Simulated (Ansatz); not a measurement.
## Work function of Rh(100): what the settings cost and change

Aim: the work function of Rh(100) against thickness and vacuum, with the cost.

Calculated with Ansatz 0.2.0; plane-wave DFT, PBE, Ansatz PAW.

The experiments to compare with:

“Anisotropic work function of elemental crystals” (2019, arxiv:1902.07811) quotes from earlier work for Rh (clean (100) face, a compiled value): work function (clean (100) face, a compiled value) 5.3 eV.

**1. The structure**

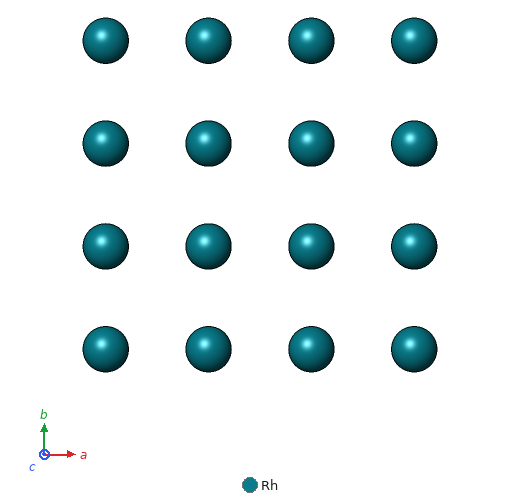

The cell as given, from above (rhodium blue). 4×4×1 cells are drawn.

The cell holds 1 atom: 1 Rh. Cell: a = 2.687 Å, b = 2.687 Å, c = 18.000 Å, α = 90.0°, β = 90.0°, γ = 90.0°. Vacuum lies along c.

**2. Slab, setting 1 layer**

A work function rests on the faint tail of the density, so the SCF threshold is tight. The slab grows from one layer, at fixed mesh and 18 Å of vacuum; then the vacuum is varied on one slab.

Contents of input.yaml:

```yaml
crystal:
  lattice:
    - [2.6870057685, 0.0, 0.0]
    - [0.0, 2.6870057685, 0.0]
    - [0.0, 0.0, 18.0]
  atoms:
    - { symbol: Rh, position: [0.5, 0.5, 0.5] }
kpoints:
  mp_grid: { grid: [15, 15, 1] }
hamiltonian:
  xc: pbe
scf:
  occupations: { method: fermi_dirac, width: 0.1 }
  convergence: { dr2_threshold: 1.0e-09 }
efield:
  axis: 3
  dipole_correction: true
  ramp_position: 0.97
  ramp_width: 0.06
output:
  write_potential: true
  write_density: true
  volumetric_format: npy
  elf: true
```

On the command line:

```sh
$ ansatz run input.yaml --threads 2 --pin off --max-ram 3072MiB --backend cpu --events-out ev --progress --plain --runs-dir out
```

Numbers of over 12 decimals in the logs are rounded to 6 here.

Log:

```text
Engine: ansatz 0.2.0, aarch64-unknown-linux-gnu
Pseudopotentials: kind: paw
Pseudopotential: Rh, paw, valence charge 17, recommended cutoff 420 eV (normal), Rh.paw.azcp
Functional definition: PBE
  parameter kappa = 0.804
  parameter beta = 0.066725
  exchange = pbe_x(kappa = kappa, mu = beta*pi^2/3)
  correlation = pbe_c(beta = beta)
Crystal: 1 atoms, lattice volume = 129.960 Å³
Basis set: ecut = 420 eV, 2561 PW (Γ)
Bands: 13, of which v1, the nominal top of the filled ones, is band 9 counted from 1 (8 counted from 0)
Symmetry: 8 space group operations
k-points: 36 of 225
Non-local potential: Rh, projectors of the file, l = 0: 3, l = 1: 2, l = 2: 2, l = 3: 1
PAW form: soft (Blöchl's): semilocal exchange-correlation on the pseudo side does not see the compensation charge
PAW one-centre angular grid: Rh, 590 points (default); XC on 64 Gauss nodes
Initial density: superposition of atomic densities (neutral atoms: chi_scale 0, normalization atom), corrected by the library's trained network
Initial wavefunctions: pseudopotential atomic-orbital guess
Functional: x = pbe(κ = 0.804, μ = 0.219515), c = pbe(β = 0.066725)
SCF iter   1: F=—  HF=-6400.609723 eV  |F-HF|=—  |Δ(HF+E_count)|=         —  Δρ=3.52e-3  dr2=1.10e-2  ethr=1.77e-3  p=0.000 e·Å  D=2.98e-15 V/Å  ΔV_dip=-0.00 eV  dr2_dipole=2.68e-13  V_vac-E_F(+/−)=5.55/5.55 eV  ⟨swp⟩=5.6  Hψ=2612  notcnv=0
efield: sawtooth ramp at fractional position 0.9700 (set: `efield.ramp_position`, or a place that a band, a saddle search or an elastic batch's reference lends), width 0.0600; the density the first Hamiltonian is built on has a dipole p = 0.000 e·Å; the dipole correction subtracts the counter field D = 2.98e-15 V/Å, which shifts the + side's vacuum level by -0.00 eV against the − side's; the planar-averaged density in the ramp window peaks in size at 1.0e-5 e/Å³
preconditioner: auto → LDOS  [metal: Δε(μ)=0.036 eV  Ē_g=7.063 eV  σ=0.100 eV  W_gap=0.09  n_scr=10 (ndim 8)  ℏωp=9.8 eV  f_vac=0.755  D(μ)=3.82/eV (n_scr^D=12)  β→1.0]
SCF iter   2: F=—  HF=-6400.609610 eV  |F-HF|=—  |Δ(HF+E_count)|=   1.13e-4  Δρ=2.55e-3  dr2=3.34e-3  ethr=6.49e-5  p=-0.000 e·Å  D=-1.18e-6 V/Å  ΔV_dip=0.00 eV  dr2_dipole=6.79e-12  V_vac-E_F(+/−)=5.62/5.62 eV  ⟨swp⟩=2.6  Hψ=1162  notcnv=0
SCF iter   3: F=—  HF=-6400.609314 eV  |F-HF|=—  |Δ(HF+E_count)|=   2.96e-4  Δρ=9.92e-4  dr2=5.27e-4  ethr=1.97e-5  p=-0.000 e·Å  D=-3.44e-7 V/Å  ΔV_dip=0.00 eV  dr2_dipole=3.39e-14  V_vac-E_F(+/−)=5.61/5.61 eV  ⟨swp⟩=2.5  Hψ=849  notcnv=0
SCF iter   4: F=—  HF=-6400.609286 eV  |F-HF|=—  |Δ(HF+E_count)|=   2.74e-5  Δρ=2.37e-4  dr2=1.09e-4  ethr=3.10e-6  p=-0.000 e·Å  D=-2.45e-7 V/Å  ΔV_dip=0.00 eV  dr2_dipole=1.17e-13  V_vac-E_F(+/−)=5.61/5.61 eV  ⟨swp⟩=1.0  Hψ=468  notcnv=0
SCF iter   5: F=—  HF=-6400.609277 eV  |F-HF|=—  |Δ(HF+E_count)|=   9.14e-6  Δρ=6.49e-5  dr2=4.47e-6  ethr=6.41e-7  p=-0.000 e·Å  D=-1.23e-7 V/Å  ΔV_dip=0.00 eV  dr2_dipole=6.06e-14  V_vac-E_F(+/−)=5.60/5.60 eV  ⟨swp⟩=2.4  Hψ=614  notcnv=0
SCF iter   6: F=—  HF=-6400.609281 eV  |F-HF|=—  |Δ(HF+E_count)|=   3.99e-6  Δρ=5.94e-6  dr2=7.16e-8  ethr=2.63e-8  p=-0.000 e·Å  D=-8.22e-9 V/Å  ΔV_dip=0.00 eV  dr2_dipole=5.99e-15  V_vac-E_F(+/−)=5.60/5.60 eV  ⟨swp⟩=2.4  Hψ=644  notcnv=0
SCF iter   7: F=—  HF=-6400.609283 eV  |F-HF|=—  |Δ(HF+E_count)|=   2.15e-6  Δρ=2.46e-6  dr2=5.95e-9  ethr=4.21e-10  p=-0.000 e·Å  D=-2.32e-8 V/Å  ΔV_dip=0.00 eV  dr2_dipole=9.19e-15  V_vac-E_F(+/−)=5.60/5.60 eV  ⟨swp⟩=2.2  Hψ=658  notcnv=0
SCF iter   8: F=-6400.609283 eV  HF=-6400.609283 eV  |F-HF|=2.09e-10  |Δ(HF+E_count)|=   1.02e-8  Δρ=2.14e-7  dr2=5.60e-11  ethr=5.88e-12  p=0.000 e·Å  D=1.04e-8 V/Å  ΔV_dip=-0.00 eV  dr2_dipole=6.95e-15  V_vac-E_F(+/−)=5.60/5.60 eV  ⟨swp⟩=5.9  Hψ=1601  notcnv=0
SCF 1 converged in 8 iterations: F = -6400.609283 eV  dr2 = 5.60e-11
  greatest PAW one-centre occupation: 1.000 electrons in one spin orbital (limit 2), on the Rh atom at site 0 (counted from 0), in its partial waves of l = 0
WARN: The output density's exchange-correlation potential varies sharply where the density is thin. Do not read a vacuum level from v_tot or v_xc, or from such a field of the output density. On a cell that repeats whose density bears no net charge and no dipole along the vacuum's axis use v_es (v_loc + v_h of the components); under efield.dipole_correction with no amplitude use v_es + v_field, which holds any externa [...]
SCF converged after 8 iterations
Free energy (F): -6400.609283 eV
Harris-Foulkes:  -6400.609283 eV  (|F-HF|=2.09e-10)
Internal energy: -6400.486085 eV  (E = F + TS)
E sigma→0 (E₀):  -6400.547684 eV
Entropy (-TS):   -0.123199 eV (-123.199 meV/atom)
Fermi energy:    -2.608161 eV
Dipole field:    D = -0.000000 V/Å  (p = -0.000000 e·Å, saw-weighted, corrected)
Work function:   Φ+ = 5.5953 eV   Φ− = 5.5953 eV
Levels:          The Fermi level and band energies are counted from a zero that moves with the ramp; work functions are not
--- Per-component energies (eV) ---
  E_band       = -486.647074
  E_kinetic    = 568.850856
  E_local      = -11000.439223  (includes V_loc(G=0)·N_el)
  E_nonlocal   = 359.277849
  E_hartree    = 5066.032073
  E_xc         = -217.594029
  E_vxc        = -272.544425  (∫ρ·V_xc dr)
  E_paw        = -3588.646590  (= ΣΔE_a)
  E_vpaw       = -273.857169  (= ΣTr[D̂ρ^β])
  E_aug_tail   = 0.000879  (compensation charges beyond the density's cutoff)
  E_efield     = 0.000000  (sawtooth field / dipole correction)
  E_vefield    = 0.000000  (∫n·V_field dr)
  E_ewald      = 2412.032099
  E_smearing   = -0.123199  (= −TS)
  E_closure    = 0.000000  (closes the sum)
  Σ components = -6400.609283   (vs F -6400.609283, Δ=0.00e0)
--- Band table (eV; the first three rows and the last of 36) ---
  k-point 0: bands = [... 5 lower, -6.1867, -3.8090, -2.4567, -2.4567, -1.8851, -0.5948, 2.6617, 3.2624]
  k-point 1: bands = [... 5 lower, -6.1064, -3.7699, -2.6709, -2.4472, -1.9592, -0.3649, 2.7509, 3.3636]
  k-point 2: bands = [... 5 lower, -5.7753, -3.6550, -3.1339, -2.4204, -2.1629, 0.1622, 3.0186, 3.6633]
  k-point 35: bands = [... 5 lower, -4.3034, -4.2874, -2.5401, -0.8363, 4.4920, 5.0706, 9.0990, 9.6249]
```

Run time: 9.4 s. Hardware: 2 threads of Arm Neoverse N1, shared host; peak memory 0.39 GiB.

In the SCF lines HF is the Harris–Foulkes energy and dr2 the Hartree energy of the density residual, in eV; the loop may stop once dr2 is under the threshold and the program's other checks hold. Hψ counts applications of the Hamiltonian.

Numbers from this step:

```
energy at zero smearing   : -6400.5477 eV
work function, upper face : 5.595 eV
```

Running mean over 1.9 Å of the planar mean; the ramp of the sawtooth is left out. Table of electron's electrostatic potential energy less the Fermi level by z:

```tsv
z (Å)	electron's electrostatic potential energy less the Fermi level (eV)
3.0	5.60
3.5	5.60
4.0	5.60
4.5	5.59
5.0	5.59
5.5	5.58
6.0	5.55
6.5	5.42
7.0	4.92
7.5	2.74
8.0	-3.17
8.5	-9.49
9.0	-11.7
9.5	-9.49
10.0	-3.17
10.5	2.74
11.0	4.92
11.5	5.42
12.0	5.55
12.5	5.58
13.0	5.59
13.5	5.59
14.0	5.60
14.5	5.60
15.0	5.60
```

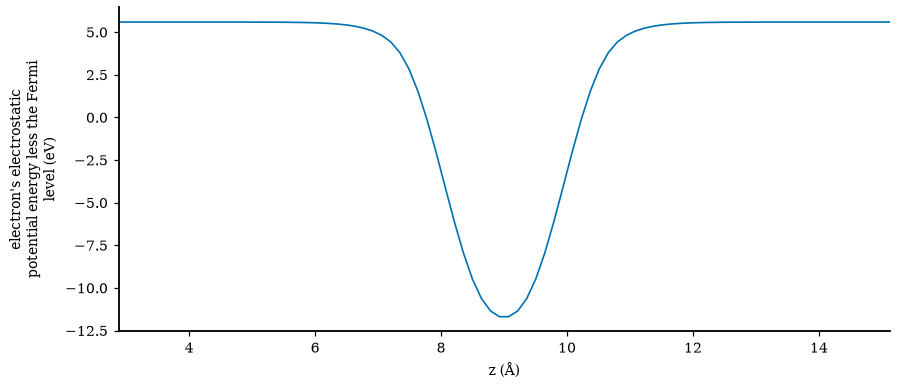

Electron's electrostatic potential energy less the Fermi level against z.

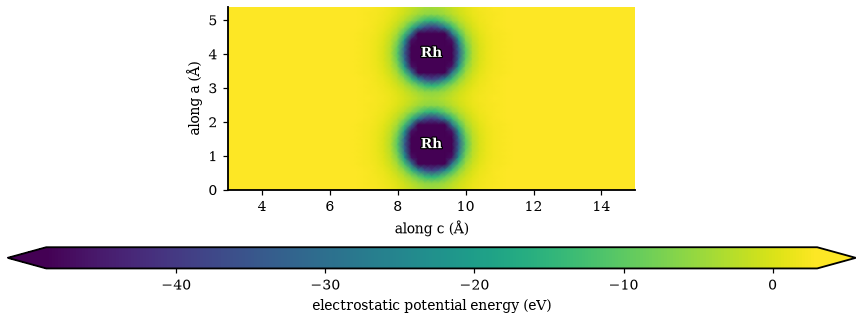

Electrostatic potential energy in the ca plane at fractional y = 0.500, with atoms of Rh within 0.2 Å of it. With pseudopotentials it is smooth inside the atoms' cores, unlike the true potential. The far vacuum is left out of the map.

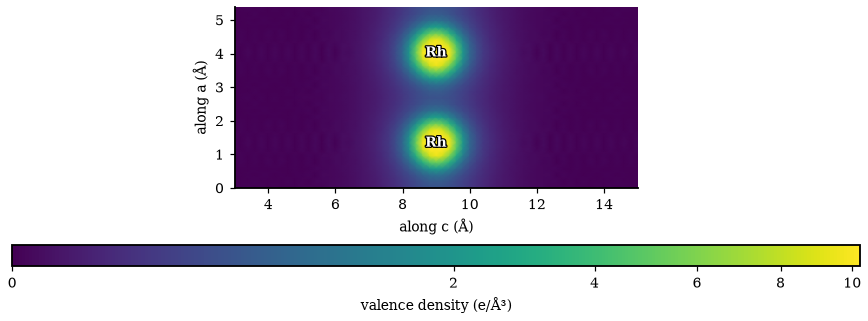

Valence density in the ca plane at fractional y = 0.500, with atoms of Rh within 0.2 Å of it. It is the smooth field of the valence electrons, not physical close to the nuclei. The colour scale is stretched toward low values. The far vacuum is left out of the map.

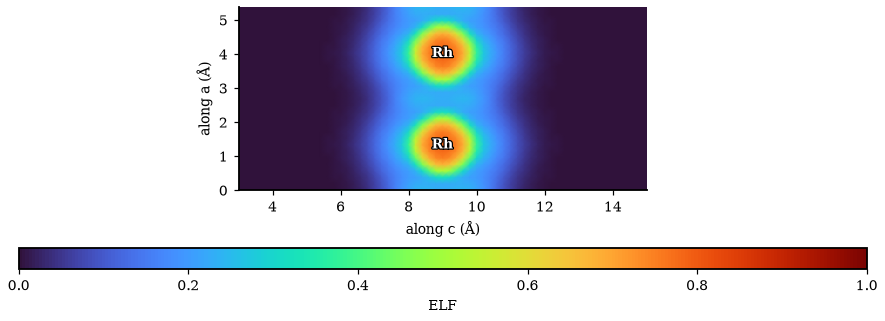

ELF in the ca plane at fractional y = 0.500, with atoms of Rh within 0.2 Å of it. It is the smooth field of the valence electrons, not physical close to the nuclei. The far vacuum is left out of the map.

The work function is 5.595 eV.

**3. Run, 2 atoms**

System of this step: Rh(100). The cell holds 2 atoms: 2 Rh. Its edges and angles: a = 2.687 Å, b = 2.687 Å, c = 19.900 Å, α = 90.0°, β = 90.0°, γ = 90.0°. Vacuum lies along c.

input.yaml, the sections that differ from step 2:

```yaml
crystal:
  lattice:
    - [2.6870057685, 0.0, 0.0]
    - [0.0, 2.6870057685, 0.0]
    - [0.0, 0.0, 19.9]
  atoms:
    - { symbol: Rh, position: [0.5, 0.5, 0.4522613065] }
    - { symbol: Rh, position: [0.0, 0.0, 0.5477386935] }
output:
  write_potential: true
  write_density: true
  volumetric_format: npy
# kpoints, hamiltonian, scf, efield: as in step 2
```

Log:

```text
[...]
Crystal: 2 atoms, lattice volume = 143.678 Å³
Basis set: ecut = 420 eV, 2823 PW (Γ)
Bands: 21, of which v1, the nominal top of the filled ones, is band 17 counted from 1 (16 counted from 0)
Symmetry: 8 space group operations
k-points: 36 of 225
[...]
k-point 0: bands = [... 13 lower, -1.3821, -1.1840, -0.3653, 0.0919, 0.6778, 0.6778, 0.8632, 2.2489]
  k-point 1: bands = [... 13 lower, -1.3727, -1.1700, -0.1571, -0.0333, 0.3502, 0.7319, 0.7960, 2.6111]
  k-point 2: bands = [... 13 lower, -1.3517, -1.1444, -0.3132, -0.2083, 0.2782, 0.6220, 0.8115, 3.3075]
  k-point 35: bands = [... 13 lower, -0.5921, 0.1446, 0.1551, 1.5066, 1.6079, 5.6719, 6.2025, 9.7992]
[key lines of the parts left out:]
SCF converged after 10 iterations
Free energy (F): -12803.612286 eV
Fermi energy:    0.144892 eV
Dipole field:    D = 0.000002 V/Å  (p = 0.000002 e·Å, saw-weighted, corrected)
Work function:   Φ+ = 5.1251 eV   Φ− = 5.1252 eV
```

Run time: 16 s. Hardware: 2 threads; peak memory 0.39 GiB.

The work function is 5.125 eV, -0.470 eV from the run “1 layer”, at 1.8 times its CPU time.

**4. Slab, 3 atoms**

System of this step: Rh(100). The cell holds 3 atoms: 3 Rh. Cell: a = 2.687 Å, b = 2.687 Å, c = 21.800 Å, α = 90.0°, β = 90.0°, γ = 90.0°. Vacuum lies along c.

input.yaml, the sections that differ from step 3:

```yaml
crystal:
  lattice:
    - [2.6870057685, 0.0, 0.0]
    - [0.0, 2.6870057685, 0.0]
    - [0.0, 0.0, 21.8]
  atoms:
    - { symbol: Rh, position: [0.0, 0.0, 0.4128440367] }
    - { symbol: Rh, position: [0.5, 0.5, 0.5] }
    - { symbol: Rh, position: [0.0, 0.0, 0.5871559633] }
# kpoints, hamiltonian, scf, efield, output: as in step 3
```

Log:

```text
[...]
Crystal: 3 atoms, lattice volume = 157.396 Å³
Basis set: ecut = 420 eV, 3109 PW (Γ)
Bands: 31, of which v1, the nominal top of the filled ones, is band 26 counted from 1 (25 counted from 0)
Symmetry: 8 space group operations
k-points: 36 of 225
[...]
k-point 0: bands = [... 22 lower, 1.5472, 1.5472, 1.6296, 2.4903, 2.5217, 2.8688, 2.8763, 2.8763, ... 1 higher]
  k-point 1: bands = [... 22 lower, 1.2777, 1.3074, 1.8008, 2.3875, 2.4844, 2.7986, 2.8261, 2.9388, ... 1 higher]
  k-point 2: bands = [... 22 lower, 0.9827, 1.1137, 1.9063, 1.9076, 2.1314, 2.6385, 3.0003, 3.4327, ... 1 higher]
  k-point 35: bands = [... 22 lower, 2.1701, 2.4791, 3.0908, 3.5868, 3.6583, 6.9545, 7.4791, 10.2420, ... 1 higher]
[key lines of the parts left out:]
SCF converged after 10 iterations
Free energy (F): -19206.599143 eV
Fermi energy:    2.201196 eV
Dipole field:    D = -0.000000 V/Å  (p = -0.000000 e·Å, saw-weighted, corrected)
Work function:   Φ+ = 4.9767 eV   Φ− = 4.9767 eV
```

It took 26 s on 2 threads; peak memory 0.45 GiB.

The work function is 4.977 eV, -0.148 eV from the run “2 layers”, at 1.6 times its CPU time.

**5. Slab, 4 atoms**

System of this step: Rh(100). The cell holds 4 atoms: 4 Rh. Its edges and angles: a = 2.687 Å, b = 2.687 Å, c = 23.700 Å, α = 90.0°, β = 90.0°, γ = 90.0°. Vacuum lies along c.

input.yaml, the sections that differ from step 4:

```yaml
crystal:
  lattice:
    - [2.6870057685, 0.0, 0.0]
    - [0.0, 2.6870057685, 0.0]
    - [0.0, 0.0, 23.7]
  atoms:
    - { symbol: Rh, position: [0.5, 0.5, 0.3797468354] }
    - { symbol: Rh, position: [0.0, 0.0, 0.4599156118] }
    - { symbol: Rh, position: [0.5, 0.5, 0.5400843882] }
    - { symbol: Rh, position: [0.0, 0.0, 0.6202531646] }
# kpoints, hamiltonian, scf, efield, output: as in step 4
```

Log:

```text
[...]
Crystal: 4 atoms, lattice volume = 171.114 Å³
Basis set: ecut = 420 eV, 3379 PW (Γ)
Bands: 41, of which v1, the nominal top of the filled ones, is band 34 counted from 1 (33 counted from 0)
Symmetry: 8 space group operations
k-points: 36 of 225
[...]
k-point 0: bands = [... 30 lower, 2.6611, 3.0011, 3.5890, 3.6178, 3.6178, 4.2215, 4.4048, 4.5240, ... 3 higher]
  k-point 1: bands = [... 30 lower, 2.9769, 3.0049, 3.2866, 3.2902, 3.8464, 4.0989, 4.1154, 4.3341, ... 3 higher]
  k-point 2: bands = [... 30 lower, 2.9036, 2.9350, 2.9870, 3.0730, 3.8124, 3.8869, 3.9109, 4.2331, ... 3 higher]
  k-point 35: bands = [... 30 lower, 4.0230, 4.0440, 4.6152, 4.6834, 5.1649, 5.2165, 8.0932, 8.6197, ... 3 higher]
[key lines of the parts left out:]
SCF converged after 10 iterations
Free energy (F): -25609.443085 eV
Fermi energy:    3.754195 eV
Dipole field:    D = 0.000001 V/Å  (p = 0.000001 e·Å, saw-weighted, corrected)
Work function:   Φ+ = 5.0772 eV   Φ− = 5.0773 eV
```

Elapsed: 37 s, on 2 threads; peak memory 0.5 GiB; 66 s of CPU time.

The work function is 5.077 eV, +0.101 eV from the run “3 layers”, at 1.5 times its CPU time.

**6. Run, 5 atoms**

System of this step: Rh(100). The cell holds 5 atoms: 5 Rh. Its edges and angles: a = 2.687 Å, b = 2.687 Å, c = 25.600 Å, α = 90.0°, β = 90.0°, γ = 90.0°. Vacuum lies along c.

input.yaml, the sections that differ from step 5:

```yaml
crystal:
  lattice:
    - [2.6870057685, 0.0, 0.0]
    - [0.0, 2.6870057685, 0.0]
    - [0.0, 0.0, 25.6]
  atoms:
    - { symbol: Rh, position: [0.0, 0.0, 0.3515625] }
    - { symbol: Rh, position: [0.5, 0.5, 0.42578125] }
    - { symbol: Rh, position: [0.0, 0.0, 0.5] }
    - { symbol: Rh, position: [0.5, 0.5, 0.57421875] }
    - { symbol: Rh, position: [0.0, 0.0, 0.6484375] }
# kpoints, hamiltonian, scf, efield, output: as in step 5
```

Log:

```text
[...]
Crystal: 5 atoms, lattice volume = 184.832 Å³
Basis set: ecut = 420 eV, 3657 PW (Γ)
Bands: 51, of which v1, the nominal top of the filled ones, is band 43 counted from 1 (42 counted from 0)
Symmetry: 8 space group operations
k-points: 36 of 225
[...]
k-point 0: bands = [... 39 lower, 4.3007, 4.6598, 4.7048, 5.2100, 5.2897, 5.2897, 5.6644, 5.7736, ... 4 higher]
  k-point 1: bands = [... 39 lower, 4.2707, 4.7804, 4.9318, 4.9329, 5.0474, 5.4880, 5.5535, 5.5670, ... 4 higher]
  k-point 2: bands = [... 39 lower, 4.1658, 4.6015, 4.6126, 4.6404, 4.8302, 5.3903, 5.4185, 5.7240, ... 4 higher]
  k-point 35: bands = [... 39 lower, 5.5260, 5.9822, 6.0669, 6.0791, 6.5509, 6.5899, 9.1950, 9.7268, ... 4 higher]
[key lines of the parts left out:]
SCF converged after 10 iterations
Free energy (F): -32012.363652 eV
Fermi energy:    5.149134 eV
Dipole field:    D = 0.000000 V/Å  (p = 0.000000 e·Å, saw-weighted, corrected)
Work function:   Φ+ = 5.0733 eV   Φ− = 5.0733 eV
```

Wall time 54 s (2 threads); peak memory 0.58 GiB.

The work function is 5.073 eV, -0.004 eV from the run “4 layers”, at 1.4 times its CPU time.

**7. Run, 6 atoms**

System of this step: Rh(100). The cell holds 6 atoms: 6 Rh. Its edges and angles: a = 2.687 Å, b = 2.687 Å, c = 27.500 Å, α = 90.0°, β = 90.0°, γ = 90.0°. Vacuum lies along c.

input.yaml, the sections that differ from step 6:

```yaml
crystal:
  lattice:
    - [2.6870057685, 0.0, 0.0]
    - [0.0, 2.6870057685, 0.0]
    - [0.0, 0.0, 27.5]
  atoms:
    - { symbol: Rh, position: [0.5, 0.5, 0.3272727273] }
    - { symbol: Rh, position: [0.0, 0.0, 0.3963636364] }
    - { symbol: Rh, position: [0.5, 0.5, 0.4654545455] }
    - { symbol: Rh, position: [0.0, 0.0, 0.5345454545] }
    - { symbol: Rh, position: [0.5, 0.5, 0.6036363636] }
    - { symbol: Rh, position: [0.0, 0.0, 0.6727272727] }
# kpoints, hamiltonian, scf, efield, output: as in step 6
```

Log:

```text
[...]
Crystal: 6 atoms, lattice volume = 198.550 Å³
Basis set: ecut = 420 eV, 3935 PW (Γ)
Bands: 62, of which v1, the nominal top of the filled ones, is band 51 counted from 1 (50 counted from 0)
Symmetry: 8 space group operations
k-points: 36 of 225
[...]
k-point 0: bands = [... 47 lower, 5.7444, 5.8127, 5.8127, 6.1437, 6.4049, 6.5580, 6.6794, 6.6794, ... 7 higher]
  k-point 1: bands = [... 47 lower, 5.4094, 5.6182, 5.7582, 6.2755, 6.3077, 6.3115, 6.6157, 6.7998, ... 7 higher]
  k-point 2: bands = [... 47 lower, 5.4057, 5.4368, 5.6901, 5.9047, 6.0522, 6.2433, 6.3163, 6.6546, ... 7 higher]
  k-point 35: bands = [... 47 lower, 6.7293, 7.1679, 7.2633, 7.2733, 7.2813, 7.7609, 7.7907, 10.2009, ... 7 higher]
[key lines of the parts left out:]
SCF converged after 10 iterations
Free energy (F): -38415.274660 eV
Fermi energy:    6.352684 eV
Dipole field:    D = -0.000002 V/Å  (p = -0.000002 e·Å, saw-weighted, corrected)
Work function:   Φ+ = 5.0612 eV   Φ− = 5.0611 eV
```

It took 76 s on 2 threads; peak memory 0.69 GiB; 2.2 min of CPU time.

The work function is 5.061 eV, -0.012 eV from the run “5 layers”, at 1.4 times its CPU time.

[end of part 1 of 2]

[Logs are printed without paths, hosts, clocks, repeated set-up lines and the standing remarks that a program may print on its own settings, such as how far it seeks lower states.]

[Hosts, paths, dates, database ids (printed as entryN), source tags and the programs' standing remarks are cut or masked in the printed files.]

[Maps of the electrostatic potential energy from Ansatz leave out the sawtooth potential of an applied field or a dipole correction, so their vacuum need not be flat; planar profiles and work functions include it.]
